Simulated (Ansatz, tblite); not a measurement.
**Ga(H2O)H3 (GaH₅O): charged states by level of theory**

Aim: the energy of removing an electron for Ga(H2O)H3 (GaH₅O), by energy differences, and how well orbital energies stand in for it.

Method: as each input shows; program: Ansatz 0.2.0, Gaussian basis.

Plan: charge +1 doublet, at the geometry of the singlet (PBE0-D4/def2-TZVP, PBE-D4/def2-TZVP, r2SCAN-D4/def2-TZVP, CCSD(T)/def2-TZVPP); charge +1 doublet, relaxed (PBE0-D4/def2-TZVP, PBE-D4/def2-TZVP); the starting singlet's energies come from earlier runs.

### 1 The structure

The singlet was relaxed beforehand with r2SCAN-D4/def2-TZVP.

7 atoms, charge 0, spin multiplicity 1.

Atoms are counted from 1 here; the program's logs count them from 0.

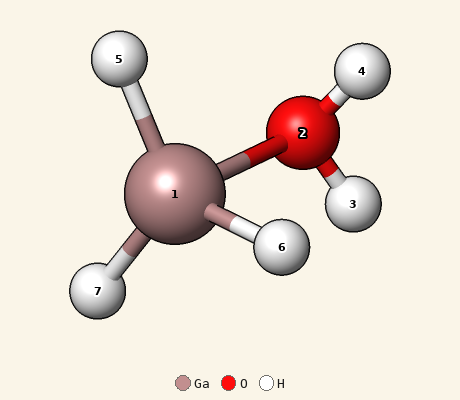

The geometry (gallium pink, oxygen red, hydrogen white); atoms are numbered from 1 in the order of the file.

### 2 Charge +1 doublet at the fixed geometry, PBE0-D4/def2-TZVP

Input file in.yaml:

```yaml
crystal:
  periodic: [false, false, false]
  atoms:
    - {symbol: Ga, position_ang: [0.066286, -0.115837, -0.958267]}
    - {symbol: O, position_ang: [0.077883, -0.137925, 1.225215]}
    - {symbol: H, position_ang: [-0.829360, -0.105505, 1.554791]}
    - {symbol: H, position_ang: [0.511527, 0.660396, 1.552988]}
    - {symbol: H, position_ang: [1.622763, -0.059988, -1.131076]}
    - {symbol: H, position_ang: [-0.745208, 1.226852, -1.103891]}
    - {symbol: H, position_ang: [-0.703889, -1.467994, -1.139770]}
basis:
  gaussian: {orbitals: def2-TZVP}
total_charge: 1
magnetization: {spin_polarized: true, initial_magnetization: 1}
hamiltonian: {xc: pbe0, dispersion: d4}
output: {orbitals: {seedname: orbitals}}
```

Run with:

```
ansatz run in.yaml --threads 4 --pin off --events-out ev --progress --plain --max-ram 3916MiB
```

What it wrote:

```text
Functional definition: PBE0
  name "PBE0"
  cite "Adamo & Barone, J. Chem. Phys. 110, 6158 (1999) doi:10.1063/1.478522"
  cite "Perdew, Burke & Ernzerhof, Phys. Rev. Lett. 77, 3865 (1996) doi:10.1103/PhysRevLett.77.3865"
  parent pbe
  parameter a = 0.25
  parameter kappa = 0.804
  parameter beta = 0.06672455060314922
  exchange = (1 - a)*pbe_x(kappa = kappa, mu = beta*pi^2/3) + a*exact_x
  correlation = pbe_c(beta = beta)
784 factors; their error is unknown
mean field evaluation 1: about -54475.2721 eV, gradient 6.3e1 eV
mean field evaluation 2: about -54426.9173 eV, gradient 1.1e2 eV
mean field evaluation 4: about -54487.5492 eV, gradient 1.4e0 eV
mean field evaluation 8: about -54487.7497 eV, gradient 2.3e-1 eV
mean field evaluation 16: about -54487.7498 eV, gradient 1.6e-3 eV
mean field evaluation 32: about -54487.7023 eV, gradient 4.4e-1 eV
mean field -54487.74984965 eV, -2002.3878738514 hartree, gradient 1.4e-5 eV, S^2 0.760456; 2 other end points of the search recorded, 0 dependent functions left out
reference -54487.74987861 eV, -2002.3878749156 hartree; 22, 21 occupied and 87, 88 virtual orbitals, 784 factors
Total energy: -54487.80151929 eV, -2002.3897726755 hartree
```

It took 5.5 s on 4 threads of Intel Xeon at 2.50GHz, shared host.

HOMO -14.19 eV, LUMO -12.45 eV (over both spins); ⟨S²⟩ 0.760 (pure: 0.75).

### 3 Charge +1 doublet at the fixed geometry, PBE-D4/def2-TZVP

start.molden holds the orbitals of an earlier run on this state, given as this run's starting guess.

Edit in.yaml of step 2 so:

```diff
@@ -11,6 +11,7 @@
 basis:
-  gaussian: {orbitals: def2-TZVP}
+  gaussian: {orbitals: def2-TZVP, initial_orbitals: start.molden}
 total_charge: 1
 magnetization: {spin_polarized: true, initial_magnetization: 1}
-hamiltonian: {xc: pbe0, dispersion: d4}
+hamiltonian: {xc: pbe, dispersion: d4}
+scf: {omitted_lower_state_checks: [starts]}
 output: {orbitals: {seedname: orbitals}}
```

The command is unchanged.

What it wrote:

```text
Functional definition: PBE
  name "PBE"
  cite "Perdew, Burke & Ernzerhof, Phys. Rev. Lett. 77, 3865 (1996) doi:10.1103/PhysRevLett.77.3865"
  parent pbe
  parameter kappa = 0.804
  parameter beta = 0.06672455060314922
  exchange = pbe_x(kappa = kappa, mu = beta*pi^2/3)
  correlation = pbe_c(beta = beta)
these checks for a lower state are left out or cut short: starts
739 factors; their error is unknown
mean field evaluation 1: about -54486.6576 eV, gradient 6.6e0 eV
mean field evaluation 2: about -54486.7589 eV, gradient 1.5e-1 eV
mean field evaluation 4: about -54486.7411 eV, gradient 4.3e-3 eV
mean field evaluation 8: about -54486.7411 eV, gradient 5.7e-5 eV
mean field -54486.74105719 eV, -2002.3508014123 hartree, gradient 1.6e-5 eV, S^2 0.755283; 0 other end points of the search recorded, 0 dependent functions left out
reference -54486.74109613 eV, -2002.3508028433 hartree; 22, 21 occupied and 87, 88 virtual orbitals, 739 factors
Total energy: -54486.80322304 eV, -2002.3530859651 hartree
Checks for a lower state left out: starts
```

Run time: 1.5 s. Hardware: 4 threads of Intel Xeon at 2.50GHz, shared host.

Report: HOMO -13.13 eV, LUMO -13.24 eV (over both spins; with the spin held, an empty level of the minority spin lies below the top filled one); ⟨S²⟩ 0.755 (pure: 0.75).

### 4 Charge +1 doublet at the fixed geometry, r2SCAN-D4/def2-TZVP

Edit in.yaml of step 3 so:

```diff
@@ -14,3 +14,3 @@
 magnetization: {spin_polarized: true, initial_magnetization: 1}
-hamiltonian: {xc: pbe, dispersion: d4}
+hamiltonian: {xc: r2scan, dispersion: d4}
 scf: {omitted_lower_state_checks: [starts]}
```

Same command.

What it wrote:

```text
Functional definition: r2SCAN
  name "r2SCAN"
  cite "Furness, Kaplan, Ning, Perdew & Sun, J. Phys. Chem. Lett. 11, 8208 (2020) doi:10.1021/acs.jpclett.0c02405"
  cite "Furness, Kaplan, Ning, Perdew & Sun, J. Phys. Chem. Lett. 11, 9248 (2020) doi:10.1021/acs.jpclett.0c03077"
  parent r2scan
  parameter k0 = 0.174
  parameter k1 = 0.065
  parameter a1 = 4.9479
  exchange = r2scan_x(k0 = k0, k1 = k1, a1 = a1)
  correlation = r2scan_c
these checks for a lower state are left out or cut short: starts
739 factors; their error is unknown
mean field evaluation 1: about -54495.7194 eV, gradient 4.0e0 eV
mean field evaluation 2: about -54495.7505 eV, gradient 5.9e-2 eV
mean field evaluation 4: about -54495.7305 eV, gradient 8.0e-4 eV
mean field evaluation 8: about -54495.7305 eV, gradient 6.7e-5 eV
mean field -54495.73046583 eV, -2002.6811560864 hartree, gradient 1.7e-5 eV, S^2 0.761667; 0 other end points of the search recorded, 0 dependent functions left out
reference -54495.73047964 eV, -2002.6811565939 hartree; 22, 21 occupied and 87, 88 virtual orbitals, 739 factors
Total energy: -54495.74441558 eV, -2002.6816687304 hartree
Checks for a lower state left out: starts
```

It took 2.9 s on 4 threads of Intel Xeon at 2.50GHz, shared host.

Report: HOMO -13.38 eV, LUMO -13.11 eV (over both spins); ⟨S²⟩ 0.762 (pure: 0.75).

### 5 Charge +1 doublet at the fixed geometry, CCSD(T)/def2-TZVPP

Edit in.yaml of step 4 so:

```diff
@@ -11,7 +11,7 @@
 basis:
-  gaussian: {orbitals: def2-TZVP, initial_orbitals: start.molden}
+  gaussian: {orbitals: def2-TZVPP, initial_orbitals: start.molden}
 total_charge: 1
 magnetization: {spin_polarized: true, initial_magnetization: 1}
-hamiltonian: {xc: r2scan, dispersion: d4}
-scf: {omitted_lower_state_checks: [starts]}
+correlation: {method: ccsd_t}
+scf: {omitted_lower_state_checks: [starts, cluster_reference]}
 output: {orbitals: {seedname: orbitals}}
```

Same command.

What it wrote (excerpt; [...] marks lines left out):

```text
Functional definition: HF
  name "HF"
  cite "Fock, Z. Phys. 61, 126 (1930) doi:10.1007/BF01340294"
  parent pbe
[...]
899 factors; integrals over basis functions are off by at most 1.1e-3 eV
[...]
mean field -54441.44964792 eV, -2000.6863728212 hartree, gradient 4.6e-6 eV, S^2 0.775331; 0 other end points of the search recorded, 0 dependent functions left out
10 core orbitals not correlated: weight in the atoms' cores, before any rotation towards them, 1.000 or more for the frozen orbitals, at most 0.000 for the correlated occupied ones
reference -54441.44964792 eV, -2000.6863728212 hartree; 12, 11 occupied and 127, 128 virtual orbitals, 899 factors
second order -13.22451683 eV of doubles, -0.00000000 eV of singles
cycle   1  -13.06527095 eV  change    1.6e-1 eV  update   9.9e-2
[...]
cycle  17  -13.66940385 eV  change    5.4e-6 eV  update   2.6e-5
perturbative correction -0.47558769 eV, -0.0174775253 hartree
Total energy: -54455.59463947 eV, -2001.2061916726 hartree
Checks for a lower state left out: starts, cluster_reference
```

It took 58 s on 4 threads of Intel Xeon at 2.50GHz, shared host; peak memory 2.3 GiB.

Hartree-Fock HOMO -16.68 eV, LUMO -8.69 eV (over both spins); ⟨S²⟩ 0.775 (pure: 0.75); T1 0.021.

### 6 Vertical ionisation energy

Charged state less starting state, singlet to doublet; the starting state's energies are those of its earlier runs.

Differences are taken before rounding.

```tsv
method	vertical ionisation energy (eV)	from CCSD(T)/def2-TZVPP (eV)	time
HF/def2-TZVPP	9.71	-0.71	
PBE-D4/def2-TZVP	9.93	-0.49	2.5 s
r2SCAN-D4/def2-TZVP	10.05	-0.37	4.6 s
PBE0-D4/def2-TZVP	10.16	-0.26	7.1 s
MP2/def2-TZVPP	10.41	-0.01	
CCSD/def2-TZVPP	10.44	+0.01	
CCSD(T)/def2-TZVPP	10.42	0	70 s
```

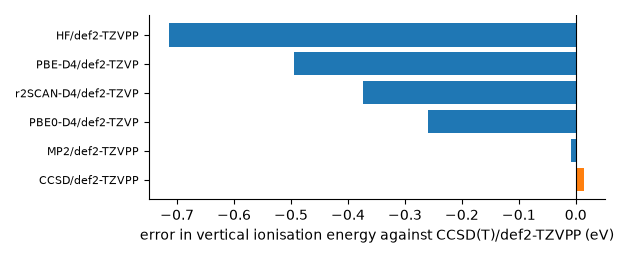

Error of each method against CCSD(T)/def2-TZVPP.

Times add the two runs; a level without a time comes out of a correlated run.

Beside −ε(HOMO) of the starting state:

```tsv
level	−ε(HOMO) (eV)	by difference (eV)	mismatch (eV)
PBE-D4/def2-TZVP	6.47	9.93	-3.46
r2SCAN-D4/def2-TZVP	6.80	10.05	-3.25
PBE0-D4/def2-TZVP	7.73	10.16	-2.43
```

### 7 Relaxing the charge +1 doublet

Edit in.yaml of step 5 so:

```diff
@@ -11,7 +11,8 @@
 basis:
-  gaussian: {orbitals: def2-TZVPP, initial_orbitals: start.molden}
+  gaussian: {orbitals: def2-TZVP}
 total_charge: 1
 magnetization: {spin_polarized: true, initial_magnetization: 1}
-correlation: {method: ccsd_t}
-scf: {omitted_lower_state_checks: [starts, cluster_reference]}
+hamiltonian: {xc: r2scan, dispersion: d4}
+scf: {omitted_lower_state_checks: [starts]}
 output: {orbitals: {seedname: orbitals}}
+relax: {f_tol: 0.02, max_steps: 100}
```

Same command.

What it wrote (excerpt; [...] marks lines left out):

```text
Functional definition: r2SCAN
  name "r2SCAN"
  cite "Furness, Kaplan, Ning, Perdew & Sun, J. Phys. Chem. Lett. 11, 8208 (2020) doi:10.1021/acs.jpclett.0c02405"
  cite "Furness, Kaplan, Ning, Perdew & Sun, J. Phys. Chem. Lett. 11, 9248 (2020) doi:10.1021/acs.jpclett.0c03077"
  parent r2scan
[...]
739 factors; their error is unknown
[...]
mean field -54495.73046583 eV, -2002.6811560863 hartree, gradient 1.5e-5 eV, S^2 0.761667; 0 other end points of the search recorded, 0 dependent functions left out
[...]
reference -54495.73047964 eV, -2002.6811565939 hartree; 22, 21 occupied and 87, 88 virtual orbitals, 739 factors
relax step   1: F+E_penalty+E_count = -54495.74440177 eV  Δ(F+E_penalty+E_count) = +0.000e0 eV  max|allowed force component| = 2.435e0 eV/Å  Δτ_max = 0.0000 Å  (50 SCF iters, accepted)
[...]
reference -54496.72009177 eV, -2002.7175241690 hartree; 22, 21 occupied and 87, 88 virtual orbitals, 739 factors
Total energy: -54496.73418710 eV, -2002.7180421627 hartree
Atom 0 at     0.300598    -0.037596    -0.836123 Å, force    -0.014759     0.003112     0.000072 eV/Å
Atom 1 at     0.002066     0.089527     1.129129 Å, force    -0.001460     0.000523    -0.001842 eV/Å
Atom 2 at    -0.848258     0.029741     1.589372 Å, force     0.001880    -0.000910     0.001247 eV/Å
Atom 3 at     0.710374     0.218439     1.777446 Å, force     0.001211     0.002239    -0.000669 eV/Å
Atom 4 at     1.801333     0.121493    -1.020621 Å, force     0.009720    -0.000665     0.001581 eV/Å
Atom 5 at    -1.078872     0.681664    -1.396005 Å, force     0.004718    -0.003516     0.003775 eV/Å
Atom 6 at    -0.887239    -1.103269    -1.243208 Å, force    -0.001311    -0.000783    -0.004164 eV/Å
Dipole moment:    -0.232424     0.027064     0.656968 e Å
Checks for a lower state left out: starts
```

It took 47 s on 4 threads of Intel Xeon at 2.50GHz, shared host.

The steps of the relaxation:

```tsv
step	energy from step 1 (eV)	largest force component (eV/Å)
1	0.0000	2.4348
2	-0.6009	1.4805
3	-0.8415	1.0737
4	-0.9110	1.1502
5	-0.9322	0.2409
6	-0.9418	0.1351
7	-0.9469	0.2264
8	-0.9516	0.2528
9	-0.9635	0.1920
10	-0.9701	0.2266
11	-0.9768	0.2504
12	-0.9855	0.1828
13	-0.9896	0.0517
14	-0.9898	0.0148
```

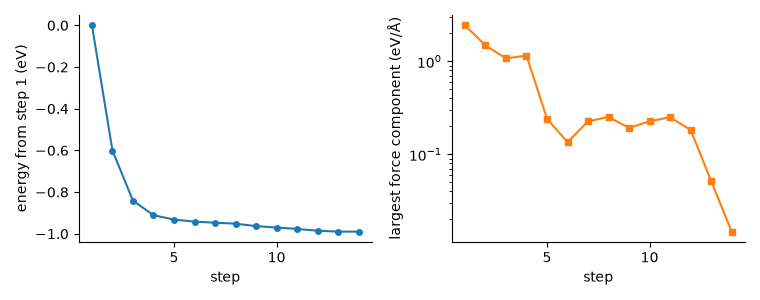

Energy and force, step by step.

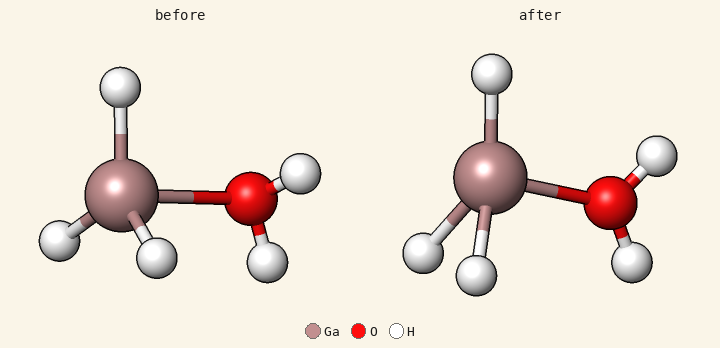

Before and after, at one scale.

Distances of close pairs at the start and the end, largest changes first:

```tsv
bond	before (Å)	after (Å)	change (Å)
Ga1–O2	2.184	1.992	-0.192
Ga1–H7	1.567	1.647	+0.080
Ga1–H6	1.576	1.653	+0.078
Ga1–H5	1.567	1.520	-0.047
O2–H4	0.966	0.969	+0.003
O2–H3	0.966	0.969	+0.003
```

### 8 Charge +1 doublet, PBE0-D4/def2-TZVP

Input file in.yaml:

```yaml
crystal:
  periodic: [false, false, false]
  atoms:
    - {symbol: Ga, position_ang: [0.300598, -0.037596, -0.836123]}
    - {symbol: O, position_ang: [0.002066, 0.089527, 1.129129]}
    - {symbol: H, position_ang: [-0.848258, 0.029741, 1.589372]}
    - {symbol: H, position_ang: [0.710374, 0.218439, 1.777446]}
    - {symbol: H, position_ang: [1.801333, 0.121493, -1.020621]}
    - {symbol: H, position_ang: [-1.078872, 0.681664, -1.396005]}
    - {symbol: H, position_ang: [-0.887239, -1.103269, -1.243208]}
basis:
  gaussian: {orbitals: def2-TZVP, initial_orbitals: start.molden}
total_charge: 1
magnetization: {spin_polarized: true, initial_magnetization: 1}
hamiltonian: {xc: pbe0, dispersion: d4}
scf: {omitted_lower_state_checks: [starts]}
output: {orbitals: {seedname: orbitals}}
```

Same command.

What it wrote:

```text
Functional definition: PBE0
  name "PBE0"
  cite "Adamo & Barone, J. Chem. Phys. 110, 6158 (1999) doi:10.1063/1.478522"
  cite "Perdew, Burke & Ernzerhof, Phys. Rev. Lett. 77, 3865 (1996) doi:10.1103/PhysRevLett.77.3865"
  parent pbe
  parameter a = 0.25
  parameter kappa = 0.804
  parameter beta = 0.06672455060314922
  exchange = (1 - a)*pbe_x(kappa = kappa, mu = beta*pi^2/3) + a*exact_x
  correlation = pbe_c(beta = beta)
these checks for a lower state are left out or cut short: starts
784 factors; their error is unknown
mean field evaluation 1: about -54488.5845 eV, gradient 4.1e0 eV
mean field evaluation 2: about -54488.6121 eV, gradient 4.4e-2 eV
mean field evaluation 4: about -54488.8047 eV, gradient 1.4e-4 eV
mean field -54488.80465908 eV, -2002.4266373829 hartree, gradient 1.9e-5 eV, S^2 0.759344; 0 other end points of the search recorded, 0 dependent functions left out
reference -54488.80468819 eV, -2002.4266384525 hartree; 22, 21 occupied and 87, 88 virtual orbitals, 784 factors
Total energy: -54488.85692004 eV, -2002.4285579377 hartree
Checks for a lower state left out: starts
```

It took 2.3 s on 4 threads of Intel Xeon at 2.50GHz, shared host.

HOMO -13.92 eV, LUMO -9.83 eV (over both spins); ⟨S²⟩ 0.759 (pure: 0.75).

### 9 Charge +1 doublet, PBE-D4/def2-TZVP

Edit in.yaml of step 8 so:

```diff
@@ -14,3 +14,3 @@
 magnetization: {spin_polarized: true, initial_magnetization: 1}
-hamiltonian: {xc: pbe0, dispersion: d4}
+hamiltonian: {xc: pbe, dispersion: d4}
 scf: {omitted_lower_state_checks: [starts]}
```

Launched as before.

What it wrote:

```text
Functional definition: PBE
  name "PBE"
  cite "Perdew, Burke & Ernzerhof, Phys. Rev. Lett. 77, 3865 (1996) doi:10.1103/PhysRevLett.77.3865"
  parent pbe
  parameter kappa = 0.804
  parameter beta = 0.06672455060314922
  exchange = pbe_x(kappa = kappa, mu = beta*pi^2/3)
  correlation = pbe_c(beta = beta)
these checks for a lower state are left out or cut short: starts
739 factors; their error is unknown
mean field evaluation 1: about -54487.5594 eV, gradient 6.6e0 eV
mean field evaluation 2: about -54487.6482 eV, gradient 1.0e-1 eV
mean field evaluation 4: about -54487.6342 eV, gradient 6.6e-4 eV
mean field -54487.63421510 eV, -2002.3836243599 hartree, gradient 1.1e-5 eV, S^2 0.756058; 0 other end points of the search recorded, 0 dependent functions left out
reference -54487.63425442 eV, -2002.3836258049 hartree; 22, 21 occupied and 87, 88 virtual orbitals, 739 factors
Total energy: -54487.69714004 eV, -2002.3859368087 hartree
Checks for a lower state left out: starts
```

Wall time 1.7 s (4 threads of Intel Xeon at 2.50GHz, shared host).

HOMO -12.55 eV, LUMO -10.83 eV (over both spins); ⟨S²⟩ 0.756 (pure: 0.75).

### 10 Fields of the charge +1 doublet

Orbitals, density, ELF and potential are computed afterwards from the orbital file.

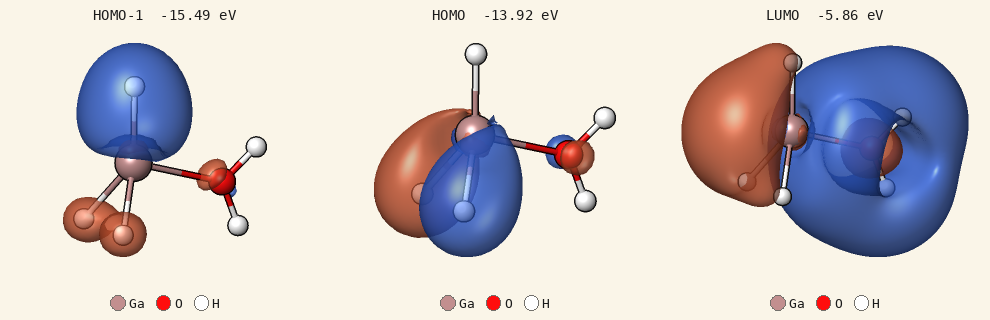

PBE0-D4/def2-TZVP orbitals (alpha spin) near the gap, drawn at the value that encloses 70 % of each; the two colours are the two signs.

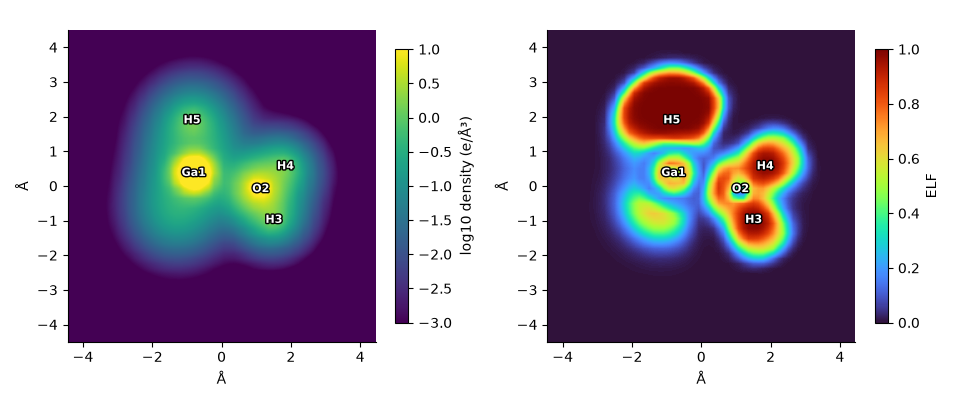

Density (left) and ELF (right) in a plane through or near 5 of the atoms.

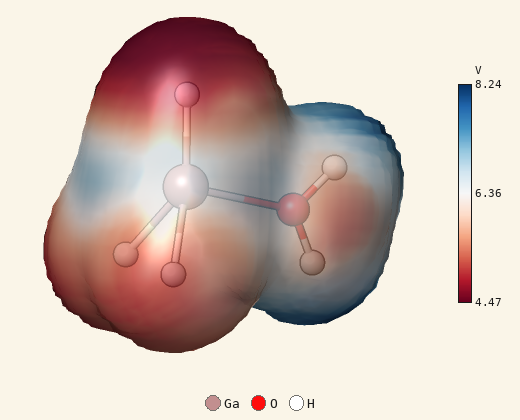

Electrostatic potential on the surface of density 0.002 e/bohr³; red is low, blue high. It runs from 4.47 to 8.24 V.

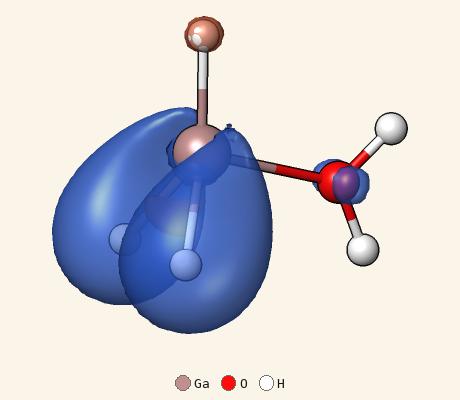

Spin density at ±0.03 e/Å³ (alpha excess blue, beta excess red).

### 11 Adiabatic ionisation energy

Charged state less starting state, singlet to doublet; the starting state's energies are those of its earlier runs.

```tsv
level	adiabatic ionisation energy (eV)	time
PBE-D4/def2-TZVP	+9.03	2.7 s
PBE0-D4/def2-TZVP	+9.11	3.8 s
```

Times add the two runs; a level without a time comes out of a correlated run.

### 12 Outcome

| quantity | value |
| --- | --- |
| vertical ionisation energy, functionals in def2-TZVP | 9.93 (PBE-D4) to 10.16 eV (PBE0-D4) |
| vertical ionisation energy, CCSD(T)/def2-TZVPP | 10.42 eV |
| adiabatic ionisation energy, functionals in def2-TZVP | 9.03 (PBE-D4) to 9.11 eV (PBE0-D4) |
| relaxation of the cation side, PBE-D4/def2-TZVP | 0.89 eV |

What this shows: The vertical ionisation energy spans 9.93 to 10.16 eV over the functionals, beside 10.42 eV from CCSD(T)/def2-TZVPP. −ε(HOMO) misses the level's own difference by -2.43 eV at best (PBE0-D4) and -3.46 eV at worst (PBE-D4). The reference is CCSD(T) in one finite basis, so it carries an error of its own, often a tenth of an eV or more, and near misses can't be ranked. The adiabatic ionisation energy spans 9.03 to 9.11 eV over the functionals. Relaxing the oxidised state gains 0.89 eV at PBE-D4/def2-TZVP.
